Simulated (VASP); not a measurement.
# Lattice of BaZrO3 across functionals and dispersion corrections

Aim: relax BaZrO3 at several levels and hold each cell against experiment. The levels: LDA, PBE, r2SCAN, PBE + D3(BJ), r2SCAN + rVV10, optB88-vdW, PBE + TS and BLYP + D3(BJ). The start is a cell from a database of measured crystal structures.

Method: LDA; plane waves and PAW (Ba_sv, Zr_sv, O), in the first sound run; inputs show where later runs differ, in VASP 6.6.1.

**What experiment says.**

“Excitation-Dependent Photoluminescence of BaZrO3:Eu3+ Crystals” (2022, pmc:9457899) reports for BaZrO3, cubic perovskite, by XRD Rietveld refinement (undoped submicron crystals from molten salt synthesis): lattice constant a (a, undoped) 4.1947 ± 0.0002 Å [submicron molten-salt powder; measurement temperature not stated].

## Step 1: The structure

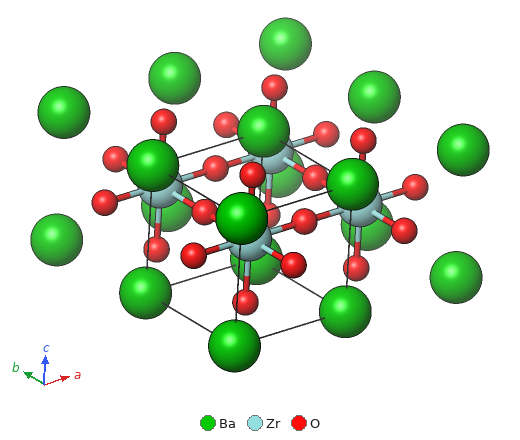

The cell as given, from a free direction (barium green, zirconium light teal, oxygen red). 2×2×1 cells are drawn. Some periodic images of atoms are drawn too.

As a file:

```xyz
5
Lattice="4.1913 0.0000 0.0000 0.0000 4.1913 0.0000 0.0000 0.0000 4.1913" Properties=species:S:1:pos:R:3 pbc="T T T"
Ba    0.0000    0.0000    0.0000
Zr    2.0957    2.0957    2.0957
O     0.0000    2.0957    2.0957
O     2.0957    0.0000    2.0957
O     2.0957    2.0957    0.0000
```

## Step 2: Relaxation with LDA

Properties are meant for the cell that this level of theory prefers, so cell and atoms are relaxed first (ISIF = 3) until forces and stress are small; EDIFFG sets the threshold. LDA, the lowest rung, knows the local density alone.

INCAR reads:

```
SYSTEM = BaZrO3
PREC = Accurate
ENCUT = 560
EDIFF = 1E-06
NELM = 100
ISMEAR = -1
SIGMA = 0.05
LREAL = .FALSE.
ALGO = Normal
GGA = CA
NBANDS = 26
LASPH = .TRUE.
LORBIT = 11
LWAVE = .FALSE.
LCHARG = .FALSE.
KPAR = 4
IBRION = 2
NSW = 60
ISIF = 3
EDIFFG = -0.01
```

POSCAR reads:

```
BaZrO3
1.0
    4.1913400000      0.0000000000      0.0000000000
    0.0000000000      4.1913400000      0.0000000000
    0.0000000000      0.0000000000      4.1913400000
Ba Zr O
1 1 3
Direct
    0.0000000000      0.0000000000      0.0000000000
    0.5000000000      0.5000000000      0.5000000000
    0.0000000000      0.5000000000      0.5000000000
    0.5000000000      0.0000000000      0.5000000000
    0.5000000000      0.5000000000      0.0000000000
```

KPOINTS reads:

```
Automatic mesh
0
Gamma
5 5 5
0 0 0
```

Potentials, in the order of the species: Ba_sv, Zr_sv and O (PBE family, release 64).

The run is started by

```sh
$ mpirun -np 4 vasp_std
```

Numbers of over 12 decimals in the logs are rounded to 6 here.

The program printed:

```text
[banner, memory and clock lines left out]
running    4 mpi-ranks, on    1 nodes
 distrk:  each k-point on    1 cores,    4 groups
 distr:  one band on    1 cores,    1 groups

 POSCAR found type information on POSCAR BaZrO
 POSCAR found :  3 types and       5 ions
|                                                                             |
|               ----> ADVICE to this user running VASP <----                  |
|                                                                             |
|     You enforced a specific xc type in the INCAR file but a different       |
|     [... a line on the potential file left out ...]
|     I HOPE YOU KNOW WHAT YOU ARE DOING!                                     |
|                                                                             |

 LDA part: xc-table for (Slater(with rela. corr.)+CA(PZ))
 , standard interpolation
 POSCAR, INCAR and KPOINTS ok, starting setup
 FFT: planning ... GRIDC
 FFT: planning ... GRID_SOFT
 FFT: planning ... GRID
 WAVECAR not read
 entering main loop
       N       E                     dE             d eps       ncg     rms          rms(c)
DAV:   1     0.317147671796E+03    0.31715E+03   -0.22880E+04   520   0.160E+03
DAV:   2    -0.316959541141E+02   -0.34884E+03   -0.33960E+03   648   0.378E+02
DAV:   3    -0.522478172001E+02   -0.20552E+02   -0.20479E+02   792   0.876E+01
DAV:   4    -0.529399625212E+02   -0.69215E+00   -0.69139E+00   734   0.121E+01
DAV:   5    -0.529507011378E+02   -0.10739E-01   -0.10738E-01   732   0.125E+00    0.295E+01
DAV:   6    -0.461593030070E+02    0.67914E+01   -0.38379E+01   592   0.392E+01    0.139E+01
DAV:   7    -0.459677406210E+02    0.19156E+00   -0.30632E+00   708   0.998E+00    0.831E+00
DAV:   8    -0.458960646999E+02    0.71676E-01   -0.34602E-01   680   0.448E+00    0.678E-01
DAV:   9    -0.458927722343E+02    0.32925E-02   -0.45754E-02   746   0.128E+00    0.533E-01
DAV:  10    -0.458927452516E+02    0.26983E-04   -0.12631E-02   696   0.939E-01    0.240E-01
DAV:  11    -0.458924142666E+02    0.33098E-03   -0.20985E-03   658   0.401E-01    0.270E-02
DAV:  12    -0.458924156615E+02   -0.13949E-05   -0.10631E-04   718   0.708E-02    0.235E-02
DAV:  13    -0.458924133450E+02    0.23166E-05   -0.99508E-06   668   0.211E-02    0.309E-03
DAV:  14    -0.458924133626E+02   -0.17677E-07   -0.74114E-07   362   0.770E-03
   1 F= -.45892413E+02 E0= -.45892413E+02  d E =-.458924E+02
 curvature:   0.00 expect dE= 0.000E+00 dE for cont linesearch  0.000E+00
 trial: gam= 0.00000 g(F)=  0.000E+00 g(S)=  0.813E-01 ort = 0.000E+00 (trialstep = 0.100E+01)
 search vector abs. value=  0.813E-01
 bond charge predicted
       N       E                     dE             d eps       ncg     rms          rms(c)
DAV:   1    -0.464699700047E+02   -0.57756E+00   -0.17877E+01   536   0.341E+01    0.865E+00
DAV:   2    -0.459770424762E+02    0.49293E+00   -0.21088E+00   556   0.926E+00    0.308E+00
DAV:   3    -0.458812863550E+02    0.95756E-01   -0.29961E-01   702   0.419E+00    0.690E-01
DAV:   4    -0.458768235281E+02    0.44628E-02   -0.76716E-02   820   0.133E+00    0.629E-01
DAV:   5    -0.458798879816E+02   -0.30645E-02   -0.30935E-03   776   0.344E-01    0.312E-01
DAV:   6    -0.458820166224E+02   -0.21286E-02   -0.52373E-03   784   0.342E-01    0.628E-02
DAV:   7    -0.458821044312E+02   -0.87809E-04   -0.18137E-04   696   0.842E-02    0.246E-02
DAV:   8    -0.458821171749E+02   -0.12744E-04   -0.47399E-05   748   0.386E-02    0.557E-03
DAV:   9    -0.458821169364E+02    0.23853E-06   -0.28545E-06   468   0.893E-03
   2 F= -.45882117E+02 E0= -.45882117E+02  d E =0.102964E-01
 trial-energy change:    0.010296  1 .order    0.011980   -0.081281    0.105240
 step:   0.4492(harm=  0.4358)  dis= 0.00000  next Energy=   -45.910820 (dE=-0.184E-01)
 bond charge predicted
       N       E                     dE             d eps       ncg     rms          rms(c)
DAV:   1    -0.460838102671E+02   -0.20169E+00   -0.53326E+00   538   0.187E+01    0.467E+00
DAV:   2    -0.459423934009E+02    0.14142E+00   -0.66446E-01   596   0.513E+00    0.174E+00
DAV:   3    -0.459112336199E+02    0.31160E-01   -0.88760E-02   680   0.225E+00    0.420E-01
DAV:   4    -0.459092948631E+02    0.19388E-02   -0.32232E-02   808   0.889E-01    0.340E-01
DAV:   5    -0.459101646331E+02   -0.86977E-03   -0.10807E-03   694   0.194E-01    0.197E-01
DAV:   6    -0.459109712100E+02   -0.80658E-03   -0.19547E-03   816   0.231E-01    0.237E-02
DAV:   7    -0.459109825011E+02   -0.11291E-04   -0.12815E-04   646   0.659E-02    0.204E-02
DAV:   8    -0.459109914869E+02   -0.89859E-05   -0.26789E-05   726   0.314E-02    0.475E-03
DAV:   9    -0.459109912758E+02    0.21116E-06   -0.19219E-06   434   0.802E-03
   3 F= -.45910991E+02 E0= -.45910991E+02  d E =-.185779E-01
 curvature:  -0.22 expect dE=-0.115E-05 dE for cont linesearch -0.115E-05
 trial: gam=-0.00798 g(F)=  0.281E-64 g(S)=  0.526E-05 ort = 0.654E-03 (trialstep = 0.890E+00)
 search vector abs. value=  0.440E-09
 reached required accuracy - stopping structural energy minimisation
```

Elapsed: 8 s, on 4 MPI ranks of AMD EPYC 9R45, shared host; peak memory 0.6 GiB.

The logs omit lines about the potential files and the build; timing stands in the text.

Parts of OUTCAR (step 2):

```text
ion  position               nearest neighbor table
   1  0.000  0.000  0.000-   3 2.96   4 2.96   5 2.96   3 2.96   4 2.96   3 2.96   5 2.96   3 2.96
                             4 2.96   5 2.96   4 2.96   5 2.96   2 3.63   2 3.63   2 3.63   2 3.63
   2  0.500  0.500  0.500-   3 2.10   4 2.10   5 2.10   5 2.10   4 2.10   3 2.10   1 3.63   1 3.63
                             1 3.63   1 3.63   1 3.63   1 3.63   1 3.63   1 3.63
   3  0.000  0.500  0.500-   2 2.10   2 2.10   1 2.96   1 2.96   1 2.96   1 2.96
   4  0.500  0.000  0.500-   2 2.10   2 2.10   1 2.96   1 2.96   1 2.96   1 2.96
   5  0.500  0.500  0.000-   2 2.10   2 2.10   1 2.96   1 2.96   1 2.96   1 2.96

  LATTYP: Found a simple cubic cell.
 ALAT       =     4.1913400000

 Subroutine GETGRP returns: Found 48 space group operations
 (whereof 48 operations were pure point group operations)

The static configuration has the point symmetry O_h .

 Found     10 irreducible k-points:

   k-points           NKPTS =     10   k-points in BZ     NKDIM =     10   number of bands    NBANDS=     26

   dimension x,y,z NGX =    32 NGY =   32 NGZ =   32
   dimension x,y,z NGXF=    64 NGYF=   64 NGZF=   64

   ENCUT  =  560.0 eV  41.16 Ry    6.42 a.u.   8.09  8.09  8.09*2*pi/ulx,y,z

   NELECT =      40.0000    total number of electrons

 k-points in reciprocal lattice and weights: Automatic mesh
   0.00000000  0.00000000  0.00000000       0.008
   0.20000000  0.00000000  0.00000000       0.048
   0.40000000  0.00000000  0.00000000       0.048
   0.20000000  0.20000000  0.00000000       0.096
   0.40000000  0.20000000  0.00000000       0.192
   0.40000000  0.40000000  0.00000000       0.096
   0.20000000  0.20000000  0.20000000       0.064
   0.40000000  0.20000000  0.20000000       0.192
   0.40000000  0.40000000  0.20000000       0.192
   0.40000000  0.40000000  0.40000000       0.064

 average (electrostatic) potential at core
       1 -33.3169       2 -77.5821       3 -69.0977       4 -69.0977       5 -69.0977

 E-fermi :   4.6251

 k-point     1 :       0.0000    0.0000    0.0000
  band No.  band energies     occupation
    ...
     16       2.5447      2.00000
     17       2.5447      2.00000
     18       3.3921      2.00000
     19       3.3921      2.00000
     20       3.3921      2.00000
     21       6.6955      0.00000
     22       6.6955      0.00000
     23       6.6955      0.00000
     24       8.1202      0.00000
     25       8.1202      0.00000
    ...

 k-point     2 :       0.2000    0.0000    0.0000
  band No.  band energies     occupation
    ...
     16       2.1977      2.00000
     17       2.2504      2.00000
     18       2.5141      2.00000
     19       3.2816      2.00000
     20       3.2816      2.00000
     21       6.8396      0.00000
     22       7.5828      0.00000
     23       7.5828      0.00000
     24       8.7537      0.00000
     25       8.7800      0.00000
    ...

 k-point     3 :       0.4000    0.0000    0.0000
  band No.  band energies     occupation
    ...
     16       1.8374      2.00000
     17       1.8374      2.00000
     18       1.8508      2.00000
     19       3.1815      2.00000
     20       3.1815      2.00000
     21       7.1166      0.00000
     22       9.0812      0.00000
     23       9.0812      0.00000
     24       9.8050      0.00000
     25      10.0275      0.00000
    ...

  Total       -0.0134781     -0.0134781     -0.0134781      0.0000000      0.0000000      0.0000000
  in kB       -0.2997625     -0.2997625     -0.2997625      0.0000000      0.0000000      0.0000000
  external PRESSURE =      -0.2997625 kB  Pullay stress =       0.0000000 kB

  energy-cutoff  :      560.00
  volume of cell :       72.04
      direct lattice vectors                 reciprocal lattice vectors
     4.160901132  0.000000000  0.000000000     0.240332555  0.000000000 -0.000000000
    -0.000000000  4.160901132  0.000000000    -0.000000000  0.240332555 -0.000000000
     0.000000000  0.000000000  4.160901132    -0.000000000 -0.000000000  0.240332555

 POSITION                                       TOTAL-FORCE (eV/Angst)
 -----------------------------------------------------------------------------------
      0.00000      0.00000      0.00000        -0.000000     -0.000000      0.000000
      2.08045      2.08045      2.08045         0.000000      0.000000      0.000000
     -0.00000      2.08045      2.08045         0.000000      0.000000      0.000000
      2.08045      0.00000      2.08045        -0.000000      0.000000      0.000000
      2.08045      2.08045      0.00000        -0.000000     -0.000000      0.000000
 -----------------------------------------------------------------------------------
    total drift:                                0.000000     -0.000000     -0.000000

  FREE ENERGIE OF THE ION-ELECTRON SYSTEM (eV)
  ---------------------------------------------------
  free  energy   TOTEN  =       -45.9109912758 eV

  energy  without entropy=      -45.9109912757  energy(sigma->0) =      -45.91099128

 reached required accuracy - stopping structural energy minimisation

 total charge
# of ion       s       p       d       tot
------------------------------------------
    1        1.996   5.602   0.289   7.888
    2        2.211   6.094   1.485   9.789
    3        1.547   3.472   0.000   5.019
    4        1.547   3.472   0.000   5.019
    5        1.547   3.472   0.000   5.019
--------------------------------------------------
tot          8.847  22.111   1.774  32.732

[... 3 further parts left out ...]
```

CONTCAR:

```
BaZrO3
   1.00000000000000
     4.1609011316619782    0.0000000000000000    0.0000000000000000
    -0.0000000000000000    4.1609011316619782    0.0000000000000000
     0.0000000000000000    0.0000000000000000    4.1609011316619782
  Ba              Zr              O
     1     1     3
Direct
     0.0000000000000000    0.0000000000000000    0.0000000000000000
     0.5000000000000000    0.5000000000000000    0.5000000000000000
     0.0000000000000000    0.5000000000000000    0.5000000000000000
     0.5000000000000000    0.0000000000000000    0.5000000000000000
     0.5000000000000000    0.5000000000000000    0.0000000000000000
```

The gap is read on the k-mesh alone, so it is an upper bound where the band edges lie off the mesh. Harder data sets than Ba_sv exist (the GW ones), and pressures, volumes and forces can shift noticeably with them. The PAW data sets were made with PBE, though LDA sets exist; this is a small mismatch. The run keeps the 48 symmetry operations of its start, so it cannot find a distortion of lower symmetry.

The steps of the relaxation:

| step | energy less that of the first step (eV) | largest force (eV/Å) | pressure (GPa) | volume (Å³) |
| --- | --- | --- | --- | --- |
| 1 | 0.0000 | 0.0000 | -3.65 | 73.63 |
| 2 | 0.0103 | 0.0000 | 4.96 | 70.12 |
| 3 | -0.0186 | 0.0000 | -0.03 | 72.04 |

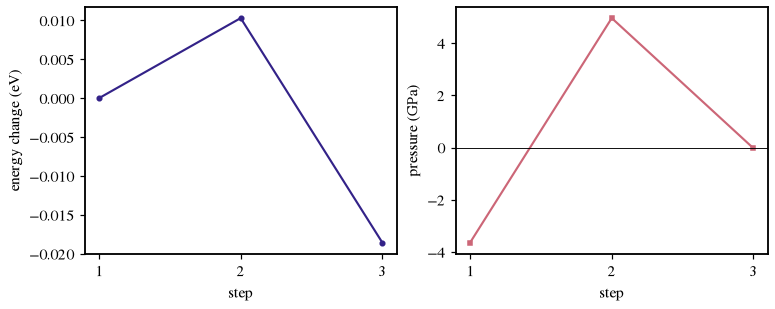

Energy and pressure along the relaxation.

| conventional cell, symmetrised | before | after | change |
| --- | --- | --- | --- |
| a (Å) | 4.191 | 4.161 | -0.7 % |
| b (Å) | 4.191 | 4.161 | -0.7 % |
| c (Å) | 4.191 | 4.161 | -0.7 % |
| volume (Å³/atom) | 14.73 | 14.41 | -2.2 % |

The relaxed structure:

```cif
data_structure
_symmetry_space_group_name_H-M 'P 1'
_symmetry_Int_Tables_number 1
_cell_length_a 4.1609
_cell_length_b 4.1609
_cell_length_c 4.1609
_cell_angle_alpha 90.000
_cell_angle_beta 90.000
_cell_angle_gamma 90.000
_cell_volume 72.04
loop_
_atom_site_label
_atom_site_type_symbol
_atom_site_fract_x
_atom_site_fract_y
_atom_site_fract_z
_atom_site_occupancy
Ba1 Ba 0.00000 0.00000 0.00000 1
Zr2 Zr 0.50000 0.50000 0.50000 1
O3 O 0.00000 0.50000 0.50000 1
O4 O 0.50000 0.00000 0.50000 1
O5 O 0.50000 0.50000 0.00000 1
```

A gap read on the k-mesh alone can miss the band edges.

This step gave:

| Item | Value |
| --- | --- |
| electrons | 40 |
| bands | 26 |
| irreducible k-points | 10 |
| symmetry operations | 48 |
| free energy (TOTEN) | -45.91 eV |
| Fermi energy | 4.625 eV |
| pressure | -0.02998 GPa |
| metallic | no |
| valence top at k | 0.4, 0.4, 0.4 |
| conduction bottom at k | 0, 0, 0 |
| least direct gap at k | 0, 0, 0 |
| SCF cycles over all ionic steps | 32 |
| gap on the k-mesh | 3.225 eV |
| least direct gap on the k-mesh | 3.303 eV |

It ends with forces that vanish by symmetry and a pressure of -0.03 GPa. The volume lies -2.2 % from that of the database's start, which holds the thermal and zero-point expansion of its experiment. The conventional cell has a = 4.161 Å.

(Continued in part 2 of 3.)

[Lines on the potential files, build, host, timing and source positions are cut from VASP's logs without a mark.]

[Logs are printed without paths, hosts, clocks, repeated set-up lines and the standing remarks that a program may print on its own settings, such as how far it seeks lower states.]

[Hosts, paths, dates, database ids (printed as entryN), source tags and the programs' standing remarks are cut or masked in the printed files.]

[A measured line is paired with the nearest computed mode of its activity, which favours agreement.]
